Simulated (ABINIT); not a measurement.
# InP (F-43m): G0W0 in ABINIT against the exchange cutoff

Aim: move the exchange cutoff of a G0W0 run on InP (F-43m) over a wide range.

Calculated with ABINIT 10.8.3; PBE and many-body steps on it, plane waves.

The database entry behind the starting cell differs from later determinations by our own check (0.1 to 0.3 % short, probably kX units), so it need not match the best structure at ambient conditions.

### 1. Set-up

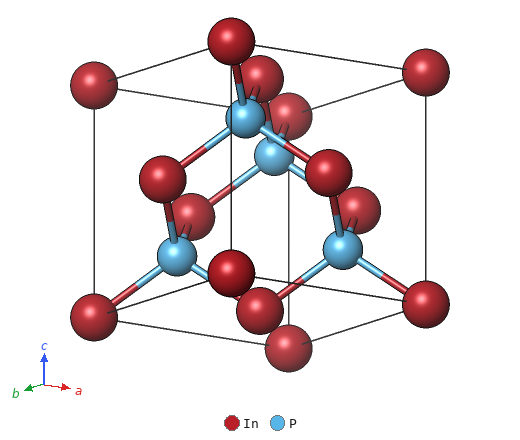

Start, viewed from a free direction; indium red, phosphorus blue. This picture shows the conventional cell, with its axes. Bonds to atoms that aren't drawn are left out. Some periodic images of atoms are drawn too.

Structure file:

```cif
data_structure
_symmetry_space_group_name_H-M 'P 1'
_symmetry_Int_Tables_number 1
_cell_length_a 4.1444
_cell_length_b 4.1444
_cell_length_c 4.1444
_cell_angle_alpha 60.000
_cell_angle_beta 60.000
_cell_angle_gamma 60.000
_cell_volume 50.33
loop_
_atom_site_label
_atom_site_type_symbol
_atom_site_fract_x
_atom_site_fract_y
_atom_site_fract_z
_atom_site_occupancy
In1 In 0.00000 0.00000 0.00000 1
P2 P 0.25000 0.25000 0.25000 1
```

The cell and positions come from the Crystallography Open Database and are kept as given unless a step says otherwise.

### 2. Screening, 4×4×4 mesh, 29 bands, screening to 106.1 eV

This step: ABINIT 10.8.3; RPA screening on PBE, plane waves, norm-conserving pseudopotentials.

The RPA dielectric matrix is built and inverted for each q.

Contents of run.abi:

```
acell 3*1.0 Angstrom
rprim 
  -0.000000000000 2.930500000000 2.930500000000
  2.930500000000 -0.000000000000 2.930500000000
  2.930500000000 2.930500000000 -0.000000000000
ntypat 2
znucl 49 15
natom 2
typat 1 2
xred 
  0.000000000000 0.000000000000 0.000000000000
  0.250000000000 0.250000000000 0.250000000000
pp_dirpath "pseudos"
pseudos "In.upf, P.upf"
ecut 31
ngkpt 4 4 4
nshiftk 1
shiftk 0 0 0
kptopt 1
chksymbreak 0
istwfk *1
occopt 1
irdwfk 1
optdriver 3
nband 29
ecuteps 3.9
inclvkb 2
awtr 1
symchi 1
indata_prefix "in"
outdata_prefix "out"
tmpdata_prefix "tmp"
```

Command:

```bash
OMP_NUM_THREADS=1 mpirun -n 4 abinit run.abi > log
```

The program printed:

```text
.Version 10.8.3 of ABINIT. v10.8.2 released Aug 2026.

 Symmetries : space group F-4 3 m (#216); Bravais cF (face-center cubic)
[... echo of the input left out ...]
== DATASET  1 ==================================================================
-   mpi_nproc: 4, omp_nthreads: 1 (-1 if OMP is not activated)

--- !DatasetInfo
iteration_state: {dtset: 1, }
dimensions: {natom: 2, nkpt: 8, mband: 29, nsppol: 1, nspinor: 1, nspden: 1, mpw: 2826, }
cutoff_energies: {ecut:  31.0, pawecutdg:  -1.0, }
electrons: {nelect:   1.80000000E+01, charge:   0.00000000E+00, occopt:   1.00000000E+00, tsmear:   1.00000000E-02, }

 SCREENING: Calculation of the susceptibility and dielectric matrices

 Based on a program developped by R.W. Godby, V. Olevano, G. Onida, and L. Reining.
 Incorporated in ABINIT by V. Olevano, G.-M. Rignanese, and M. Torrent.
.Using double precision arithmetic ; gwpc =  8

[... cell and pseudopotentials left out ...]
--------------------------------------------------------------------------------

 ==== K-mesh for the wavefunctions ====
 Number of points in the irreducible wedge :     8
[... list of points left out ...]
 Together with 24 symmetry operations and time-reversal symmetry
 yields    64 points in the full Brillouin Zone.

 ==== Q-mesh for the screening function ====
 Number of points in the irreducible wedge :     8
[... list of points left out ...]
 Together with 24 symmetry operations and time-reversal symmetry
 yields    64 points in the full Brillouin Zone.

 setmesh: FFT mesh size selected  =    27x   27x   27
          total number of points  =        19683

 vcoul_init : cutoff-mode = AUXILIARY_FUNCTION
 q-points for optical limit:   1
     1)      0.000010    0.000020    0.000030

- screening: taking advantage of time-reversal symmetry
- Maximum band index for partially occupied states nbvw = 9
- Remaining bands to be divided among processors   nbcw = 20
- Number of bands treated by each node ~5

 Number of electrons calculated from density =   18.0000; Expected =   18.0000
 average of density, n =  0.052993
 r_s =    1.6516
 omega_plasma =   22.2058 [eV]

 calculating chi0 at frequencies [eV] :
  1    0.000000E+00    0.000000E+00
  2    0.000000E+00    2.220578E+01

--------------------------------------------------------------------------------
  q-point number  1        q = ( 0.000000, 0.000000, 0.000000) [r.l.u.]
--------------------------------------------------------------------------------
[... chi0 elements left out ...]
 For q-point:  0.000010 0.000020 0.000030
  dielectric constant =  42.4503
  dielectric constant without local fields =  45.1174

  Average fulfillment of the sum rule on Im[epsilon] for q-point    1 :     32.38  [%]
[... wings left out ...]
  q-point number  2        q = ( 0.250000, 0.000000, 0.000000) [r.l.u.]
--------------------------------------------------------------------------------
[... chi0 elements left out ...]
  Average fulfillment of the sum rule on Im[epsilon] for q-point    2 :     53.42  [%]

 [... 6 further q-points ...]
```

Elapsed: 5.5 s, on 4 MPI ranks of Arm Neoverse V1, shared host; peak memory 0.45 GiB; 22 s of CPU time.

Numbers from this step:

```
ε∞ with local fields, on this mesh, along the program's q direction : 42.45
the same without local fields                                       : 45.12
plasma frequency                                                    : 22.21 eV
plane waves in the screening matrix                                 : 137
```

Local fields lower ε∞ by 6 %. On a Γ-centred mesh this coarse the value itself is usually too large, while a short band sum pulls it down.

### 3. 3.1 Ha

This step: G0W0 on PBE, plane waves, norm-conserving pseudopotentials.

Edit run.abi of step 2 so:

```diff
@@ -23,8 +23,15 @@
 irdwfk 1
-optdriver 3
+optdriver 4
 nband 29
+gwcalctyp 0
+ecutsigx 3.1
+symsigma 1
+nkptgw 1
+kptgw 
+  0.0000000000 0.0000000000 0.0000000000
+bdgw 
+  7 13
 ecuteps 3.9
-inclvkb 2
-awtr 1
-symchi 1
+irdscr 1
+ppmodel 1
 indata_prefix "in"
```

The program printed:

```text
.Version 10.8.3 of ABINIT. v10.8.2 released Aug 2026.

 Symmetries : space group F-4 3 m (#216); Bravais cF (face-center cubic)
[... echo of the input left out ...]
== DATASET  1 ==================================================================
-   mpi_nproc: 4, omp_nthreads: 1 (-1 if OMP is not activated)

--- !DatasetInfo
iteration_state: {dtset: 1, }
dimensions: {natom: 2, nkpt: 8, mband: 29, nsppol: 1, nspinor: 1, nspden: 1, mpw: 2826, }
cutoff_energies: {ecut:  31.0, pawecutdg:  -1.0, }
electrons: {nelect:   1.80000000E+01, charge:   0.00000000E+00, occopt:   1.00000000E+00, tsmear:   1.00000000E-02, }

 SIGMA: Calculation of the GW corrections

 Based on a program developped by R.W. Godby, V. Olevano, G. Onida, and L. Reining.
 Incorporated in ABINIT by V. Olevano, G.-M. Rignanese, and M. Torrent.
.Using double precision arithmetic ; gwpc =  8

[... cell and pseudopotentials left out ...]
--------------------------------------------------------------------------------

 ==== K-mesh for the wavefunctions ====
 Number of points in the irreducible wedge :     8
[... list of points left out ...]
 Together with 24 symmetry operations and time-reversal symmetry
 yields    64 points in the full Brillouin Zone.

 ==== Q-mesh for screening function ====
 Number of points in the irreducible wedge :     8
[... list of points left out ...]
 Together with 24 symmetry operations and time-reversal symmetry
 yields    64 points in the full Brillouin Zone.

 vcoul_init : cutoff-mode = AUXILIARY_FUNCTION
 q-points for optical limit:   1
     1)      0.000010    0.000020    0.000030
 setmesh: FFT mesh size selected  =    25x   25x   25
          total number of points  =        15625

 Number of electrons calculated from density =   18.0000; Expected =   18.0000
 average of density, n =  0.052993
 r_s =    1.6516
 omega_plasma =   22.2058 [eV]

 === KS Band Gaps ===
  >>>> For spin  1
   Minimum direct gap =   0.7094 [eV], located at k-point      :   0.0000  0.0000  0.0000
   Fundamental gap    =   0.7094 [eV], Top of valence bands at :   0.0000  0.0000  0.0000
                                       Bottom of conduction at :   0.0000  0.0000  0.0000
 SIGMA fundamental parameters:
 PLASMON POLE MODEL  1
 number of plane-waves for SigmaX                   89
 number of plane-waves for SigmaC and W             89
 number of plane-waves for wavefunctions          2741
 number of bands                                    29
 number of independent spin polarizations            1
 number of spinorial components                      1
 number of k-points in IBZ                           8
 number of q-points in IBZ                           8
 number of symmetry operations                      24
 number of k-points in BZ                           64
 number of q-points in BZ                           64
 number of frequencies for dSigma/dE                 9
 frequency step for dSigma/dE [eV]                0.25
 number of omega for Sigma on real axis              0
 max omega for Sigma on real axis  [eV]           0.00
 zcut for avoiding poles [eV]                     0.10

 EPSILON^-1 parameters (SCR file):
 dimension of the eps^-1 matrix on file            137
 dimension of the eps^-1 matrix used                89
 number of plane-waves for wavefunctions          2741
 number of bands                                    29
 number of q-points in IBZ                           8
 number of frequencies                               2
 number of real frequencies                          1
 number of imag frequencies                          1

 matrix elements of self-energy operator (all in [eV])

 Perturbative Calculation

--- !SelfEnergy_ee
iteration_state: {dtset: 1, }
kpoint     : [   0.000,    0.000,    0.000, ]
spin       : 1
KS_gap     :    0.709
QP_gap     :    1.084
Delta_QP_KS:    0.374
data: !SigmaeeData |
     Band     E0 <VxcDFT>   SigX SigC(E0)      Z dSigC/dE  Sig(E)    E-E0       E
        7   4.474 -12.528 -13.800   2.008   0.774  -0.292 -11.958   0.570   5.044
        8   4.474 -12.528 -13.800   2.008   0.774  -0.292 -11.958   0.570   5.044
        9   4.474 -12.528 -13.800   2.008   0.774  -0.292 -11.958   0.570   5.044
       10   5.183 -11.291  -7.059  -3.036   0.789  -0.267 -10.346   0.944   6.128
       11   8.562 -10.216  -6.093  -3.274   0.795  -0.258  -9.541   0.675   9.237
       12   8.562 -10.216  -6.093  -3.274   0.795  -0.258  -9.541   0.675   9.237
       13   8.562 -10.216  -6.093  -3.274   0.795  -0.258  -9.541   0.675   9.237

== END DATASET(S) ==============================================================
================================================================================

 -outvars: echo values of variables after computation  --------
           etotal      0.0000000000E+00
            nband          29
             nkpt           8
          spgroup         216
 [... the other variables as echoed above ...]

 Calculation completed.
```

Wall time 2.6 s (4 MPI ranks); peak memory 0.11 GiB.

This step gave:

* G0W0 gap on the points computed: 1.084 eV
* starting gap on the mesh: 0.7094 eV
* k of the valence top: 0, 0, 0
* k of the conduction bottom: 0, 0, 0
* Z at the valence top: 0.774
* Z at the conduction bottom: 0.789
* least direct G0W0 gap on the computed points: 1.084 eV

### 4. 6.2 Ha

Edit run.abi of step 3 so:

```diff
@@ -26,3 +26,3 @@
 gwcalctyp 0
-ecutsigx 3.1
+ecutsigx 6.2
 symsigma 1
```

The program printed:

```text
.Version 10.8.3 of ABINIT. v10.8.2 released Aug 2026.

 Symmetries : space group F-4 3 m (#216); Bravais cF (face-center cubic)
[... echo of the input left out ...]
== DATASET  1 ==================================================================
-   mpi_nproc: 4, omp_nthreads: 1 (-1 if OMP is not activated)

--- !DatasetInfo
iteration_state: {dtset: 1, }
dimensions: {natom: 2, nkpt: 8, mband: 29, nsppol: 1, nspinor: 1, nspden: 1, mpw: 2826, }
cutoff_energies: {ecut:  31.0, pawecutdg:  -1.0, }
electrons: {nelect:   1.80000000E+01, charge:   0.00000000E+00, occopt:   1.00000000E+00, tsmear:   1.00000000E-02, }

 SIGMA: Calculation of the GW corrections

 Based on a program developped by R.W. Godby, V. Olevano, G. Onida, and L. Reining.
 Incorporated in ABINIT by V. Olevano, G.-M. Rignanese, and M. Torrent.
.Using double precision arithmetic ; gwpc =  8

[... cell and pseudopotentials left out ...]
--------------------------------------------------------------------------------

 ==== K-mesh for the wavefunctions ====
 Number of points in the irreducible wedge :     8
[... list of points left out ...]
 Together with 24 symmetry operations and time-reversal symmetry
 yields    64 points in the full Brillouin Zone.

 ==== Q-mesh for screening function ====
 Number of points in the irreducible wedge :     8
[... list of points left out ...]
 Together with 24 symmetry operations and time-reversal symmetry
 yields    64 points in the full Brillouin Zone.

 vcoul_init : cutoff-mode = AUXILIARY_FUNCTION
 q-points for optical limit:   1
     1)      0.000010    0.000020    0.000030
 setmesh: FFT mesh size selected  =    30x   30x   30
          total number of points  =        27000

 Number of electrons calculated from density =   18.0000; Expected =   18.0000
[...]
number of q-points in BZ                           64
 number of frequencies for dSigma/dE                 9
 frequency step for dSigma/dE [eV]                0.25
 number of omega for Sigma on real axis              0
 max omega for Sigma on real axis  [eV]           0.00
 zcut for avoiding poles [eV]                     0.10

 EPSILON^-1 parameters (SCR file):
 dimension of the eps^-1 matrix on file            137
 dimension of the eps^-1 matrix used               137
 number of plane-waves for wavefunctions          2741
 number of bands                                    29
 number of q-points in IBZ                           8
 number of frequencies                               2
 number of real frequencies                          1
 number of imag frequencies                          1

 matrix elements of self-energy operator (all in [eV])

 Perturbative Calculation

--- !SelfEnergy_ee
iteration_state: {dtset: 1, }
kpoint     : [   0.000,    0.000,    0.000, ]
spin       : 1
KS_gap     :    0.709
QP_gap     :    0.960
Delta_QP_KS:    0.251
data: !SigmaeeData |
     Band     E0 <VxcDFT>   SigX SigC(E0)      Z dSigC/dE  Sig(E)    E-E0       E
        7   4.474 -12.528 -14.040   1.994   0.773  -0.294 -12.156   0.373   4.846
        8   4.474 -12.528 -14.040   1.994   0.773  -0.294 -12.156   0.373   4.846
        9   4.474 -12.528 -14.040   1.994   0.773  -0.294 -12.156   0.373   4.846
       10   5.183 -11.291  -7.449  -3.051   0.788  -0.269 -10.667   0.623   5.807
       11   8.562 -10.216  -6.316  -3.271   0.795  -0.258  -9.716   0.500   9.062
       12   8.562 -10.216  -6.316  -3.271   0.795  -0.258  -9.716   0.500   9.062
       13   8.562 -10.216  -6.316  -3.271   0.795  -0.258  -9.716   0.500   9.062

== END DATASET(S) ==============================================================
================================================================================

 -outvars: echo values of variables after computation  --------
           etotal      0.0000000000E+00
            nband          29
             nkpt           8
          spgroup         216
 [... the other variables as echoed above ...]

 Calculation completed.
```

Elapsed: 3 s, on 4 MPI ranks; peak memory 0.11 GiB; 12 s of CPU time.

Numbers from this step:

| Quantity | Value |
| --- | --- |
| G0W0 gap on the points computed | 0.9610 eV |
| starting gap on the mesh | 0.7094 eV |
| k of the valence top | 0, 0, 0 |
| k of the conduction bottom | 0, 0, 0 |
| Z at the valence top | 0.773 |
| Z at the conduction bottom | 0.788 |
| least direct G0W0 gap on the computed points | 0.9610 eV |

### 5. 12.4 Ha

The self-energy is evaluated for the states that the input lists, and the levels follow from it, in one-shot runs by the linearised quasiparticle equation.

Edit run.abi of step 4 so:

```diff
@@ -26,3 +26,3 @@
 gwcalctyp 0
-ecutsigx 6.2
+ecutsigx 12.4
 symsigma 1
```

The program printed:

```text
.Version 10.8.3 of ABINIT. v10.8.2 released Aug 2026.

 Symmetries : space group F-4 3 m (#216); Bravais cF (face-center cubic)
[... echo of the input left out ...]
== DATASET  1 ==================================================================
-   mpi_nproc: 4, omp_nthreads: 1 (-1 if OMP is not activated)

--- !DatasetInfo
iteration_state: {dtset: 1, }
dimensions: {natom: 2, nkpt: 8, mband: 29, nsppol: 1, nspinor: 1, nspden: 1, mpw: 2826, }
cutoff_energies: {ecut:  31.0, pawecutdg:  -1.0, }
[...]
11   8.562 -10.216  -6.362  -3.271   0.795  -0.258  -9.752   0.464   9.026
       12   8.562 -10.216  -6.362  -3.271   0.795  -0.258  -9.752   0.464   9.026
       13   8.562 -10.216  -6.362  -3.271   0.795  -0.258  -9.752   0.464   9.026

== END DATASET(S) ==============================================================
================================================================================

 -outvars: echo values of variables after computation  --------
           etotal      0.0000000000E+00
            nband          29
             nkpt           8
          spgroup         216
 [... the other variables as echoed above ...]

 Calculation completed.
```

The job ended after 3 s (4 MPI ranks; peak memory 0.11 GiB; 12 s of CPU time).

Numbers from this step:

```
G0W0 gap on the points computed              : 1.003 eV
starting gap on the mesh                     : 0.7094 eV
k of the valence top                         : 0, 0, 0
k of the conduction bottom                   : 0, 0, 0
least direct G0W0 gap on the computed points : 1.003 eV
```

The gap on the mesh goes from 0.71 eV to 1.00 eV, a correction of +0.29 eV.

(Continued in part 2 of 2.)

[Paths, hosts, dates, memory and timing lines, banners, echoed tables and standing remarks are left out of the program output.]

[Logs are printed without paths, hosts, clocks, repeated set-up lines and the standing remarks that a program may print on its own settings, such as how far it seeks lower states.]

[Runs of the session that timed out or met a known fault of the program may be left out.]

[Hosts, paths, dates, database ids (printed as entryN), source tags and the programs' standing remarks are cut or masked in the printed files.]

[G0W0 gaps are taken among the corrected bands and points alone; a level outside them can change the order at an edge.]

[Where Ansatz stands beside ABINIT at settings called matched, ABINIT's density can come from a denser mesh and the files from another edition; pairs whose starting gaps differed by over 0.03 eV were left out, so agreement reads better than it is.]
